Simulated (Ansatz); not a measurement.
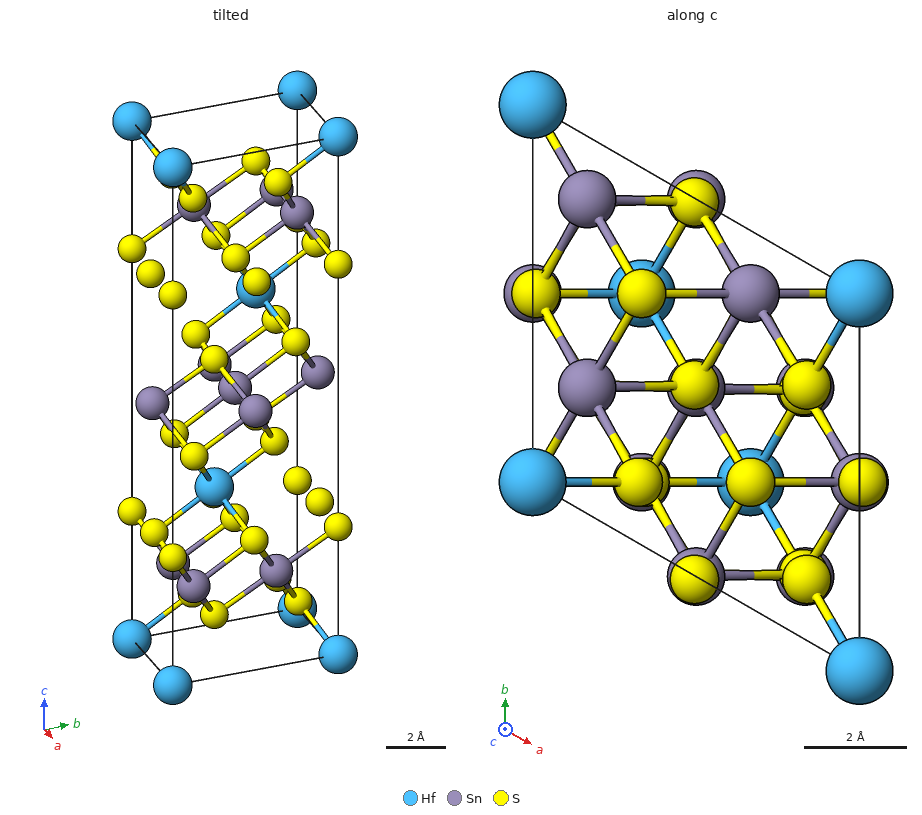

The crystal in a ball-and-stick representation, seen slightly off an axis and along the c axis. One conventional unit cell is framed, with atoms on its boundary repeated.

HfSn3S8, space group R-3m (No. 166), a = 7.470 Å, b = 7.470 Å, c = 18.144 Å, α = 90.00°, β = 90.00°, γ = 120.00°. Its origin is a structure type filled with these elements by a generator (whether the compound takes this form wasn't checked). Earlier steps of the study may have refined or changed the cell and positions. It was run through Ansatz as a DFT input.

This one geometry was computed with Ansatz (DFT, plane waves, PAW) at three levels of theory: r2SCAN, PBE and LDA.

Question: Which level gives the highest pressure at this volume, and what does that say about its equilibrium volume?

Answer: Highest: PBE (0.0 GPa), which points to the largest equilibrium volume. Lowest, with the smallest volume: LDA (-4.5 GPa). Levels within 0.5 GPa of each other can't be told apart.

Question: How does the band gap change with the level of theory?

Answer: LDA: a gap of 0.52 eV, indirect; PBE: a gap of 0.72 eV, indirect; r2SCAN: a gap of 1.02 eV, indirect.

Question: Collect the results in a table.

Answer:
| level | cutoff (eV) | k-mesh of the run's cell | gap (eV) | pressure (GPa) |
| --- | --- | --- | --- | --- |
| r2SCAN | 500 | 6×6×6 | 1.02 | -2.0 |
| PBE | 420 | 6×6×6 | 0.72 | 0.0 |
| LDA | 420 | 6×6×6 | 0.52 | -4.5 |

Gaps are taken on the k-mesh or band path of each run.
